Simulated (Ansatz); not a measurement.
# SiSe4: one candidate of a structure search

Where does this trial cell of SiSe4 go when cell and atoms are let free?

Program: Ansatz 0.2.0. Level of theory: DFT PBE, scalar-relativistic, plane waves, PAW. These are calculated values, not measurements.

1 further run of the same task is left out (it didn't finish).

### Step 1. The structure to begin with

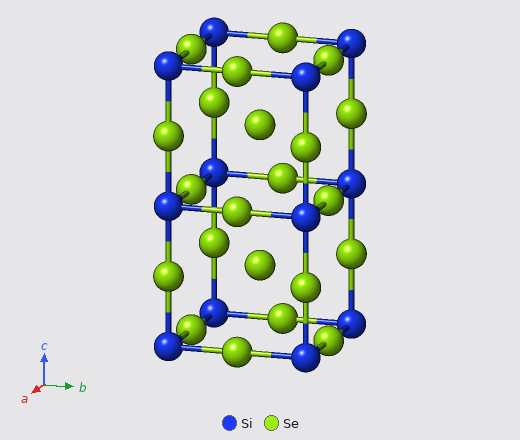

The starting structure, seen slightly off an axis (silicon blue, selenium green). 1×1×2 cells are drawn. Atoms on the faces are drawn again on the opposite ones.

Coordinates:

```
Si Se
1.0
     5.00722    0.00000    0.00000
     0.00000    5.00722    0.00000
     0.00000    0.00000    5.00722
Si Se
1 4
Direct
  0.00000 0.00000 0.00000
  0.50000 0.00000 0.00000
  0.00000 0.50000 0.00000
  0.00000 0.00000 0.50000
  0.50000 0.50000 0.50000
```

The cell is invented: species swapped into a database cell of Co4N (Pm-3m, No. 221), with Se on the Co sites and Si on the N sites. Its size is a rough estimate.

### Step 2. A first look at the guess

The input, input.yaml:

```yaml
crystal:
  lattice:
    - [5.00722449, 0.0, 0.0]
    - [0.0, 5.00722449, 0.0]
    - [0.0, 0.0, 5.00722449]
  atoms:
    - { symbol: Si, position: [0.0, 0.0, 0.0] }
    - { symbol: Se, position: [0.5, 0.0, 0.0] }
    - { symbol: Se, position: [0.0, 0.5, 0.0] }
    - { symbol: Se, position: [0.0, 0.0, 0.5] }
    - { symbol: Se, position: [0.5, 0.5, 0.5] }
basis:
  ecutwfc: 420
kpoints:
  mp_grid: { grid: [4, 4, 4] }
hamiltonian:
  xc: pbe
scf:
  occupations: { method: gaussian, width: 0.1 }
  lower_state_search: "off"
output:
  forces: true
  stress: true
  eigenvalues: true
```

On the command line:

```sh
$ ansatz run input.yaml --threads 1 --pin off --max-ram 2560MiB --backend cpu --events-out ev --progress --plain --runs-dir out
```

Log, shortened:

```text
[...]
SCF converged after 7 iterations
Free energy (F): -22509.052029 eV
[...]
E sigma→0 (E₀):  -22509.031079 eV
Entropy (-TS):   -0.041898 eV (-8.380 meV/atom)
Fermi energy:    6.572814 eV
[...]
--- Forces (eV/Å), atoms counted from 1 ---
  atom   1  Si     0.00000000     0.00000000     0.00000000
  atom   2  Se    -0.00000000    -0.00000000     0.00000000
  atom   3  Se     0.00000000     0.00000000     0.00000000
  atom   4  Se     0.00000000    -0.00000000     0.00000000
  atom   5  Se     0.00000000     0.00000000     0.00000000
[...]
--- Stress (GPa, compression-positive) ---
       -4.472382       0.000000       0.000000
       -0.000000      -4.472382       0.000000
        0.000000       0.000000      -4.472382
  P = ⅓ Tr σ = -4.4724 GPa (-44.724 kbar)
--- Band table (eV; the first three rows and the last of 10) ---
[...]
```

Wall time 3.2 s (1 thread of Intel Xeon at 2.70GHz, shared host); peak memory 0.39 GiB.

The probe gives pressure -4.5 GPa, largest force 0.00 eV/Å, gap on this mesh none (metal). A cheap, loose relaxation comes first.

### Step 3. Coarse relaxation

input.yaml: that of step 2 with these lines changed.

```diff
@@ -24 +24,6 @@
   eigenvalues: true
+relax:
+  adjacent_minimum: "off"
+  f_tol: 0.04
+  max_steps: 70
+  cell: { stress_tol: 0.4 }
```

On the command line:

```sh
$ ansatz run input.yaml --threads 1 --pin off --max-ram 2560MiB --backend cpu --events-out ev --progress --plain --runs-dir out
```

Log:

```text
Warning: RAYON_NUM_THREADS=1 ignored (pool sized by the plan → 1); use --threads N
Engine: ansatz 0.2.0, x86_64-unknown-linux-gnu
Pseudopotentials: kind: paw
Pseudopotential: Si, paw, valence charge 4, recommended cutoff 420 eV (normal), Si.paw.azcp
Pseudopotential: Se, paw, valence charge 16, recommended cutoff 420 eV (normal), Se.paw.azcp
Functional definition: PBE
  parameter kappa = 0.804
  parameter beta = 0.06672455060314922
  exchange = pbe_x(kappa = kappa, mu = beta*pi^2/3)
  correlation = pbe_c(beta = beta)
Crystal: 5 atoms, lattice volume = 125.543 Å³
Basis set: ecut = 420 eV, 2517 PW (Γ), exchange–correlation on 72×72×72 points (8 copies of the dense FFT grid, shifted against one another)
Bands: 41, of which v1, the nominal top of the filled ones, is band 34 counted from 1 (33 counted from 0)
Symmetry: 48 space group operations
Space group: Pm-3m (ITA 221), of the structure as read, at distance tolerance 5.0e-5 Å
k-points: 10 of 64
Non-local potential: Si, projectors of the file, l = 0: 2, l = 1: 2, l = 2: 2
Non-local potential: Se, projectors of the file, l = 0: 2, l = 1: 2, l = 2: 3, l = 3: 1
PAW form: soft (Blöchl's): semilocal exchange-correlation on the pseudo side does not see the compensation charge
PAW one-centre angular grid: Si, 110 points (default); XC on 64 Gauss nodes
PAW one-centre angular grid: Se, 590 points (default); XC on 64 Gauss nodes
Initial density: superposition of atomic densities (neutral atoms: chi_scale 0, normalization atom), corrected by the library's trained network
Initial wavefunctions: pseudopotential atomic-orbital guess
Functional: x = pbe(κ = 0.804, μ = 0.2195149727645171), c = pbe(β = 0.06672455060314922)
SCF iter   1: F=—  HF=-22509.058699 eV  |F-HF|=—  |Δ(HF+E_count)|=         —  Δρ=4.62e-3  dr2=6.48e-2  ethr=1.77e-3  ⟨swp⟩=6.9  Hψ=1656  notcnv=0
preconditioner: auto → LDOS  [metal: Δε(μ)=0.075 eV  Ē_g=8.979 eV  σ=0.100 eV  W_gap=0.40  n_scr=26 (ndim 8)  ℏωp=17.5 eV  f_vac=0.016  D(μ)=8.49/eV (n_scr^D=80)  β→1.0]
SCF iter   2: F=—  HF=-22509.053022 eV  |F-HF|=—  |Δ(HF+E_count)|=   5.68e-3  Δρ=1.61e-3  dr2=9.67e-3  ethr=9.53e-5  ⟨swp⟩=1.0  Hψ=490  notcnv=0
SCF iter   3: F=—  HF=-22509.052121 eV  |F-HF|=—  |Δ(HF+E_count)|=   9.00e-4  Δρ=4.81e-4  dr2=4.96e-4  ethr=1.42e-5  ⟨swp⟩=1.0  Hψ=395  notcnv=0
SCF iter   4: F=—  HF=-22509.052068 eV  |F-HF|=—  |Δ(HF+E_count)|=   5.37e-5  Δρ=8.19e-5  dr2=1.83e-5  ethr=7.30e-7  ⟨swp⟩=2.1  Hψ=688  notcnv=0
SCF iter   5: F=—  HF=-22509.052030 eV  |F-HF|=—  |Δ(HF+E_count)|=   3.80e-5  Δρ=3.52e-5  dr2=5.69e-6  ethr=2.70e-8  ⟨swp⟩=2.0  Hψ=719  notcnv=0
SCF iter   6: F=—  HF=-22509.052029 eV  |F-HF|=—  |Δ(HF+E_count)|=   8.67e-7  Δρ=1.40e-5  dr2=9.30e-7  ethr=8.36e-9  ⟨swp⟩=1.3  Hψ=402  notcnv=0
SCF iter   7: F=-22509.052029 eV  HF=-22509.052029 eV  |F-HF|=3.42e-8  |Δ(HF+E_count)|=   1.58e-7  Δρ=2.54e-6  dr2=3.26e-8  ethr=1.47e-10  ⟨swp⟩=7.5  Hψ=1861  notcnv=0
SCF 1 converged in 7 iterations: F = -22509.052029 eV  dr2 = 3.26e-8
relax step   1: F+E_penalty+E_count = -22509.05202858 eV  Δ(F+E_penalty+E_count) = +0.000e0 eV  max|allowed force component| = 5.062e-30 eV/Å  Δτ_max = 0.0000 Å  P = -4.472 GPa  Ω = 125.543 Å³  (7 SCF iters, dr2 threshold 1.00e-7 eV, accepted)
Crystal: 5 atoms, lattice volume = 115.749 Å³
Basis set: ecut = 420 eV, 2301 PW (Γ), exchange–correlation on 72×72×72 points (8 copies of the dense FFT grid, shifted against one another)
Initial density: handed on by an earlier stage of this run
Initial wavefunctions: those handed on with the density
iter 1 solved again at ethr=8.87e-5 eV; its pass at ethr=3.10e-3 eV (dr2=6.03e-2 eV) is discarded
SCF iter   1: F=—  HF=-22509.239614 eV  |F-HF|=—  |Δ(HF+E_count)|=         —  Δρ=4.00e-3  dr2=6.11e-2  ethr=8.87e-5  ⟨swp⟩=1.3  Hψ=1851  notcnv=0
preconditioner: auto → Resta (q_TF=auto, 2.497 Å⁻¹)  ε∞=4.8  [insulator: Δε(μ)=0.113 eV  Ē_g=9.337 eV  σ=0.100 eV  W_gap=0.57  n_scr=26 (ndim 8)  ℏωp=18.3 eV  f_vac=0.005  D(μ)=7.33/eV (n_scr^D=80)  ε∞_Penn≈4.8]
SCF iter   2: F=—  HF=-22509.233028 eV  |F-HF|=—  |Δ(HF+E_count)|=   6.59e-3  Δρ=2.29e-3  dr2=1.90e-2  ethr=8.87e-5  ⟨swp⟩=1.0  Hψ=410  notcnv=0
SCF iter   3: F=—  HF=-22509.230367 eV  |F-HF|=—  |Δ(HF+E_count)|=   2.66e-3  Δρ=3.31e-4  dr2=2.07e-4  ethr=2.79e-5  ⟨swp⟩=1.1  Hψ=411  notcnv=0
SCF iter   4: F=—  HF=-22509.230475 eV  |F-HF|=—  |Δ(HF+E_count)|=   1.08e-4  Δρ=1.12e-4  dr2=1.37e-5  ethr=3.05e-7  ⟨swp⟩=2.7  Hψ=760  notcnv=0
SCF iter   5: F=—  HF=-22509.230483 eV  |F-HF|=—  |Δ(HF+E_count)|=   8.03e-6  Δρ=2.81e-5  dr2=1.46e-6  ethr=2.01e-8  ⟨swp⟩=2.0  Hψ=700  notcnv=0
SCF iter   6: F=-22509.230484 eV  HF=-22509.230484 eV  |F-HF|=1.79e-7  |Δ(HF+E_count)|=   1.06e-6  Δρ=1.05e-5  dr2=1.61e-7  ethr=7.35e-10  ⟨swp⟩=5.9  Hψ=1604  notcnv=0
SCF 2 converged in 6 iterations: F = -22509.230484 eV  dr2 = 1.61e-7
relax step   2: F+E_penalty+E_count = -22509.23048439 eV  Δ(F+E_penalty+E_count) = -1.785e-1 eV  max|allowed force component| = 5.285e-30 eV/Å  Δτ_max = 0.0000 Å  P = -1.085 GPa  Ω = 115.749 Å³  energy of the carried Pulay correction = +5.893e-4 eV  (6 SCF iters, dr2 threshold 5.00e-7 eV, accepted)
Crystal: 5 atoms, lattice volume = 112.931 Å³
Basis set: ecut = 420 eV, 2205 PW (Γ), exchange–correlation on 72×72×72 points (8 copies of the dense FFT grid, shifted against one another)
iter 1 solved again at ethr=7.56e-6 eV; its pass at ethr=3.10e-3 eV (dr2=5.14e-3 eV) is discarded
SCF iter   1: F=—  HF=-22509.239457 eV  |F-HF|=—  |Δ(HF+E_count)|=         —  Δρ=1.26e-3  dr2=5.19e-3  ethr=7.56e-6  ⟨swp⟩=1.3  Hψ=1816  notcnv=0
preconditioner: auto → Resta (q_TF=auto, 2.507 Å⁻¹)  ε∞=4.8  [insulator: Δε(μ)=0.107 eV  Ē_g=9.457 eV  σ=0.100 eV  W_gap=0.55  n_scr=26 (ndim 8)  ℏωp=18.5 eV  f_vac=0.005  D(μ)=7.76/eV (n_scr^D=80)  ε∞_Penn≈4.8]
SCF iter   2: F=—  HF=-22509.238925 eV  |F-HF|=—  |Δ(HF+E_count)|=   5.32e-4  Δρ=7.26e-4  dr2=1.59e-3  ethr=7.56e-6  ⟨swp⟩=1.0  Hψ=410  notcnv=0
SCF iter   3: F=—  HF=-22509.238717 eV  |F-HF|=—  |Δ(HF+E_count)|=   2.08e-4  Δρ=1.06e-4  dr2=2.12e-5  ethr=2.33e-6  ⟨swp⟩=1.0  Hψ=410  notcnv=0
SCF iter   4: F=—  HF=-22509.238790 eV  |F-HF|=—  |Δ(HF+E_count)|=   7.34e-5  Δρ=3.23e-5  dr2=9.87e-7  ethr=3.12e-8  ⟨swp⟩=2.0  Hψ=697  notcnv=0
iter 5 did not close the SCF: its close was put off for the readings that it lacked (scf_convergence_deferred on its scf_iter line)
SCF iter   5: F=-22509.238791 eV  HF=-22509.238791 eV  |F-HF|=1.57e-7  |Δ(HF+E_count)|=   4.37e-7  Δρ=1.10e-5  dr2=1.39e-7  ethr=1.45e-9  ⟨swp⟩=2.0  Hψ=697  notcnv=0
SCF iter   6: F=-22509.238791 eV  HF=-22509.238791 eV  |F-HF|=1.41e-9  |Δ(HF+E_count)|=   1.80e-7  Δρ=2.52e-6  dr2=9.96e-9  ethr=2.05e-10  ⟨swp⟩=2.5  Hψ=1394  notcnv=0
SCF 3 converged in 6 iterations: F = -22509.238791 eV  dr2 = 9.96e-9
relax step   3: F+E_penalty+E_count = -22509.23879088 eV  Δ(F+E_penalty+E_count) = -8.306e-3 eV  max|allowed force component| = 1.210e-30 eV/Å  Δτ_max = 0.0000 Å  P = +0.184 GPa  Ω = 112.931 Å³  energy of the carried Pulay correction = +7.680e-4 eV  (6 SCF iters, dr2 threshold 5.00e-7 eV, accepted)
Initial wavefunctions: pseudopotential atomic-orbital guess (no wavefunctions were taken with the density)
iter 1 solved again at ethr=2.46e-7 eV; its pass at ethr=3.10e-3 eV (dr2=1.67e-4 eV) is discarded
SCF iter   1: F=—  HF=-22509.237980 eV  |F-HF|=—  |Δ(HF+E_count)|=         —  Δρ=4.28e-5  dr2=2.74e-7  ethr=2.46e-7  ⟨swp⟩=2.8  Hψ=2570  notcnv=0
preconditioner: auto → Resta (q_TF=auto, 2.507 Å⁻¹)  ε∞=4.8  [insulator: Δε(μ)=0.106 eV  Ē_g=9.458 eV  σ=0.100 eV  W_gap=0.55  n_scr=26 (ndim 8)  ℏωp=18.5 eV  f_vac=0.006  D(μ)=7.81/eV (n_scr^D=80)  ε∞_Penn≈4.8]
SCF iter   2: F=—  HF=-22509.238051 eV  |F-HF|=—  |Δ(HF+E_count)|=   7.13e-5  Δρ=2.52e-5  dr2=1.75e-7  ethr=4.03e-10  ⟨swp⟩=2.2  Hψ=785  notcnv=0
SCF iter   3: F=—  HF=-22509.238051 eV  |F-HF|=—  |Δ(HF+E_count)|=   4.75e-7  Δρ=9.32e-6  dr2=2.97e-8  ethr=2.57e-10  ⟨swp⟩=2.0  Hψ=513  notcnv=0
iter 4 did not close the SCF: its close was put off for the readings that it lacked (scf_convergence_deferred on its scf_iter line)
SCF iter   4: F=-22509.238051 eV  HF=-22509.238051 eV  |F-HF|=2.91e-10  |Δ(HF+E_count)|=   5.15e-8  Δρ=9.25e-7  dr2=5.90e-10  ethr=4.37e-11  ⟨swp⟩=2.0  Hψ=547  notcnv=0
iter 5 did not close the SCF: its close was put off for the readings that it lacked (scf_convergence_deferred on its scf_iter line)
SCF iter   5: F=-22509.238051 eV  HF=-22509.238051 eV  |F-HF|=1.46e-11  |Δ(HF+E_count)|=  4.18e-10  Δρ=1.80e-7  dr2=5.10e-11  ethr=1.00e-12  ⟨swp⟩=2.1  Hψ=707  notcnv=0
SCF iter   6: F=-22509.238051 eV  HF=-22509.238051 eV  |F-HF|=1.46e-11  |Δ(HF+E_count)|=  3.27e-11  Δρ=8.30e-8  dr2=1.22e-11  ethr=1.00e-12  ⟨swp⟩=2.6  Hψ=1173  notcnv=0
SCF 4 converged in 6 iterations: F = -22509.238051 eV  dr2 = 1.22e-11
relax step   4: F+E_penalty+E_count = -22509.23805150 eV  Δ(F+E_penalty+E_count) = +7.394e-4 eV  max|allowed force component| = 6.147e-31 eV/Å  Δτ_max = 0.0000 Å  P = +0.183 GPa  Ω = 112.931 Å³  stress off target by 1.83e-1 GPa  SCF on the basis re-selected at this cell (its energy is not comparable with the rows above)  (6 SCF iters)
basis re-selected at this cell: Δ(F+E_penalty+E_count) = +7.394e-4 eV, ΔP = -0.001 GPa vs the last step (what re-selecting the basis moved, of the pressure what is left beyond the Pulay correction that the steps carried, after the strain that the cell walked since its last selection, with what the two solves' SCF thresholds leave and, on support functions, any second-order correction that the steps lacked; it is no measure of the basis error at this ecutwfc). This SCF's stress stands 1.83e-1 GPa from its target on what of the cell is left free (relax.cell.stress_tol is 4.00e-1 GPa) and its largest allowed force component is 6.15e-31 eV/Å (relax.f_tol is 4.00e-2 eV/Å): within both
SCF converged after 6 iterations
Free energy (F): -22509.238051 eV
Harris-Foulkes:  -22509.238051 eV  (|F-HF|=1.46e-11)
Internal energy: -22509.198979 eV  (E = F + TS)
E sigma→0 (E₀):  -22509.218515 eV
Entropy (-TS):   -0.039072 eV (-7.814 meV/atom)
Fermi energy:    8.049760 eV
--- Per-component energies (eV) ---
  E_band       = -1523.154522
  E_kinetic    = 509.426594
  E_local      = -9422.731358  (includes V_loc(G=0)·N_el)
  E_nonlocal   = -2354.101429
  E_hartree    = 4655.445198
  E_xc         = -468.546408
  E_vxc        = -434.944824  (∫ρ·V_xc dr)
  E_paw        = -8160.075429  (= ΣΔE_a)
  E_vpaw       = 868.308710  (= ΣTr[D̂ρ^β])
  E_aug_tail   = -0.002425  (compensation charges beyond the density's cutoff)
  E_ewald      = -7268.613723
  E_smearing   = -0.039072  (= −TS)
  E_closure    = -0.000000  (closes the sum)
  Σ components = -22509.238051   (vs F -22509.238051, Δ=0.00e0)
--- Forces (eV/Å), atoms counted from 1 ---
  atom   1  Si    -0.00000000     0.00000000    -0.00000000
  atom   2  Se     0.00000000     0.00000000     0.00000000
  atom   3  Se     0.00000000     0.00000000     0.00000000
  atom   4  Se     0.00000000     0.00000000    -0.00000000
  atom   5  Se    -0.00000000     0.00000000     0.00000000
  max |Σ_I F_I| component: 9.53e-31 eV/Å
--- Stress (GPa, compression-positive) ---
        0.182899      -0.000000      -0.000000
       -0.000000       0.182899      -0.000000
       -0.000000      -0.000000       0.182899
  P = ⅓ Tr σ = 0.1829 GPa (1.829 kbar)
--- Band table (eV; the first three rows and the last of 10) ---
  k-point 0: bands = ["-39.8749", "-39.8749", "-39.8742", "-39.8742", "-39.8742", "-39.6666", "-39.6640", "-39.6640", "-39.6358", "-39.6358", "-39.6358", "-39.6319", "-39.6319", "-39.6319", "-39.5682", "-39.5682", "-39.5667", "-39.5667", "-39.5667", "-39.5664", "-6.9957", "-3.9472", "-3.9472", "-3.7570", "1.8858", "1.8858", "1.8858", "4.2849", "6.0238", "6.0238", "6.0238", "7.2590", "7.2590", "7.2590", "9.3223", "9.3223", "9.3223", "12.6746", "12.6746", "12.6746", "13.6026"]
  k-point 1: bands = ["-39.8748", "-39.8748", "-39.8742", "-39.8742", "-39.8742", "-39.6663", "-39.6643", "-39.6640", "-39.6358", "-39.6352", "-39.6352", "-39.6325", "-39.6325", "-39.6319", "-39.5682", "-39.5679", "-39.5668", "-39.5668", "-39.5667", "-39.5666", "-6.7272", "-4.5104", "-3.9310", "-3.7325", "1.7942", "2.0689", "2.0689", "4.6936", "5.6855", "5.6855", "6.9050", "7.1123", "7.1123", "7.2336", "8.3293", "8.8446", "8.8446", "12.9080", "14.1648", "14.2322", "14.2322"]
  k-point 2: bands = ["-39.8748", "-39.8748", "-39.8742", "-39.8742", "-39.8742", "-39.6658", "-39.6648", "-39.6640", "-39.6358", "-39.6338", "-39.6338", "-39.6338", "-39.6338", "-39.6319", "-39.5682", "-39.5676", "-39.5670", "-39.5668", "-39.5668", "-39.5667", "-6.2575", "-5.2576", "-3.9146", "-3.6737", "1.5705", "2.2977", "2.2977", "5.1772", "5.1772", "6.0637", "6.5587", "6.6053", "7.3912", "7.3912", "8.2177", "8.2177", "9.5801", "11.1231", "13.2242", "15.9739", "16.4355"]
  k-point 9: bands = ["-39.8748", "-39.8748", "-39.8742", "-39.8742", "-39.8742", "-39.6648", "-39.6648", "-39.6648", "-39.6341", "-39.6341", "-39.6341", "-39.6335", "-39.6335", "-39.6335", "-39.5675", "-39.5675", "-39.5675", "-39.5673", "-39.5665", "-39.5665", "-4.8449", "-4.8449", "-4.8449", "-3.9746", "-2.3885", "3.3307", "3.3307", "3.3307", "6.5396", "6.5396", "8.7428", "8.7428", "8.7428", "8.8947", "8.8947", "8.8947", "9.9817", "9.9817", "9.9817", "13.5923", "15.2684"]
--- Relaxed structure (3 steps of the walk, 3 accepted, 1 SCFs on fresh bases) ---
  F+E_penalty+E_count = -22509.23805150 eV   max|allowed force component| = 6.147e-31 eV/Å   (the final SCF, on the basis selected at the relaxed cell)
  cell:  # Å, volume = 112.9306 Å³
    - [4.8335985295923685, 3.527109982787301e-34, 1.2839532962581571e-33]
    - [-1.6087032022453284e-34, 4.8335985295923685, -6.419766481290786e-35]
    - [1.2839532962581571e-33, 0.0, 4.8335985295923685]
  atoms:
    - { symbol: Si, position: [-3.8463023741917136e-36, -3.686039775247697e-36, -3.36551457739523e-36] }
    - { symbol: Se, position: [0.5, -1.282100791402286e-36, -1.6026259892449997e-37] }
    - { symbol: Se, position: [-3.8463023741625625e-36, 0.5, -9.615755935396203e-37] }
    - { symbol: Se, position: [-3.8463023741713e-36, -4.8078779677257955e-37, 0.5] }
    - { symbol: Se, position: [0.5, 0.5, 0.5] }
```

Run time: 16 s. Hardware: 1 thread of Intel Xeon at 2.70GHz, shared host; peak memory 0.41 GiB.

Relaxation path:

| step | E - E(step 1) (eV/cell) | largest force component (eV/Å) | pressure (GPa) | volume (Å³) |
| --- | --- | --- | --- | --- |
| 1 | 0.0000 | 0.0000 | -4.47 | 125.54 |
| 2 | -0.1785 | 0.0000 | -1.08 | 115.75 |
| 3 | -0.1868 | 0.0000 | 0.18 | 112.93 |
| 4 | -0.1860 | 0.0000 | 0.18 | 112.93 |

Step 1 is the start. Step 4 repeats the geometry before it on a plane-wave basis chosen anew for that cell, so its energy need not be comparable with the rows above.

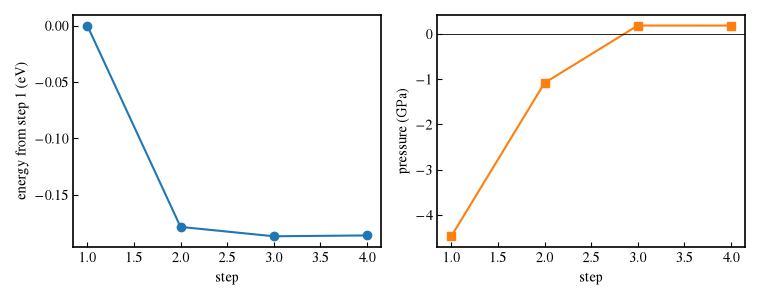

Energy and pressure along the relaxation.

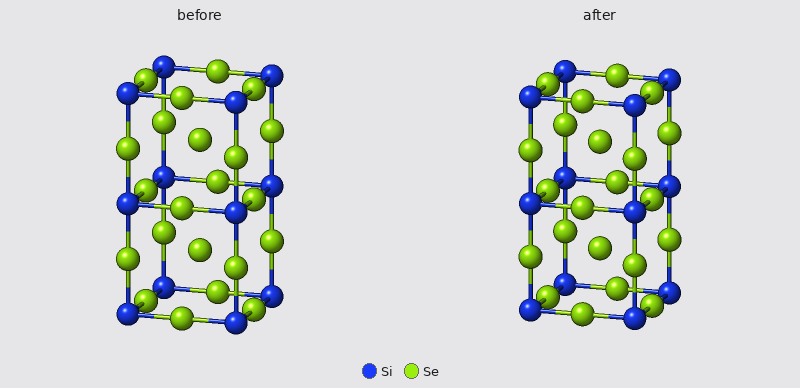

The structure before (left) and after (right) the relaxation, drawn at the same scale.

|  | before | after | change |
| --- | --- | --- | --- |
| a (Å) | 5.007 | 4.834 | -3.5 % |
| b (Å) | 5.007 | 4.834 | -3.5 % |
| c (Å) | 5.007 | 4.834 | -3.5 % |
| volume (Å³/atom) | 25.11 | 22.59 | -10.0 % |
| shortest distance (Å) | 2.504 | 2.417 | -3.5 % |
| space group (0.01 Å) | Pm-3m | Pm-3m | same |

The run keeps the 48 symmetry operations of the start, so it could not have lowered the symmetry.

(Part 1 of 2 ends here.)
